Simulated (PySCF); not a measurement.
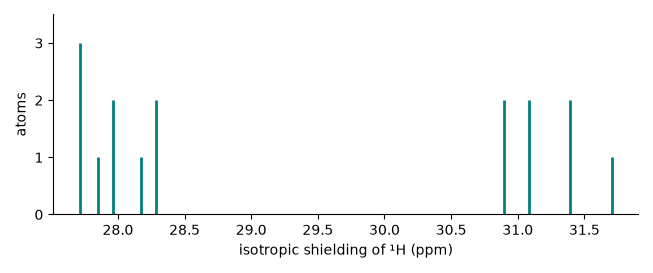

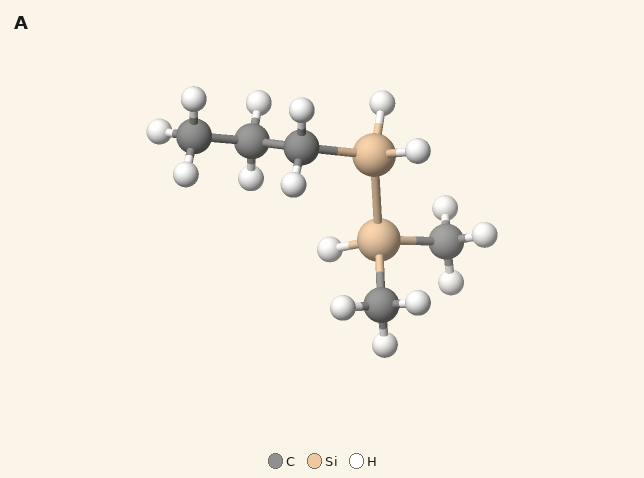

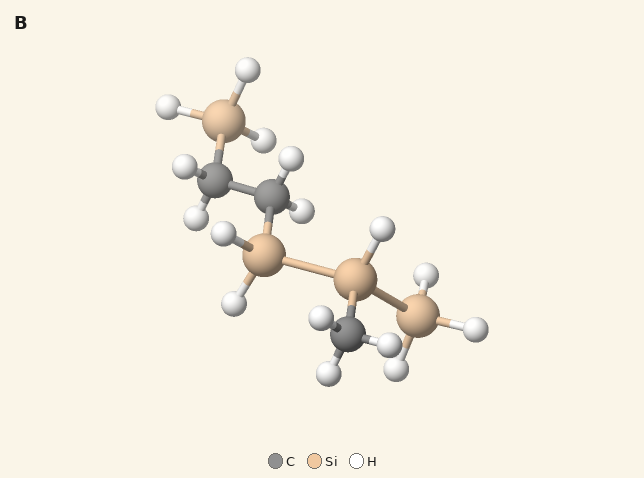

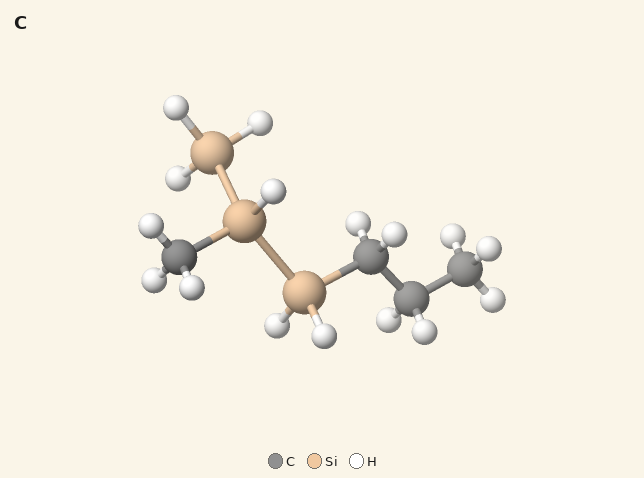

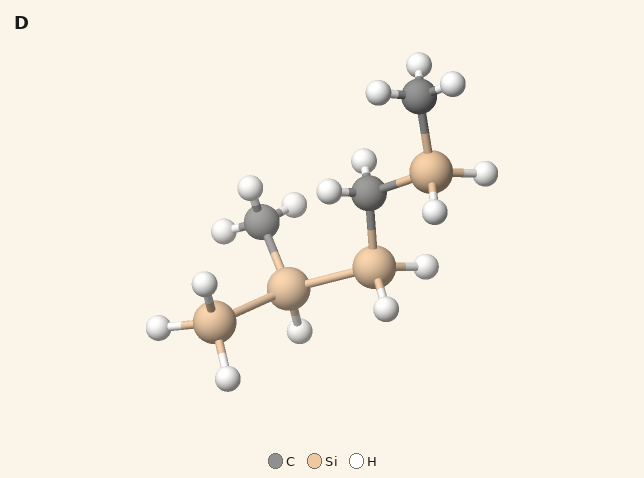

The sticks are computed shieldings of one of the molecules, for one fixed geometry (GFN2-xTB) without averaging over rotations. Low shielding means a high chemical shift. Method: GIAO PBE0/pcSseg-1 NMR shielding, non-relativistic, gas phase (PySCF 2.14.0).

Question: Which molecule gives this pattern?

Answer: B, `C[Si@@H]([SiH3])[SiH2]CC[SiH3]`. Its 16 H atoms give lines at 27.71 (3 atoms), 27.85, 27.96 (2 atoms), 28.17, 28.29 (2 atoms), 30.90 (2 atoms), 31.08 (2 atoms), 31.39 (2 atoms), 31.71 ppm.

The geometry is semi-empirical. Around Si such bond lengths and angles can be off by a tenth of an ångström or more and by several degrees, and values that hang on the shape move with them.
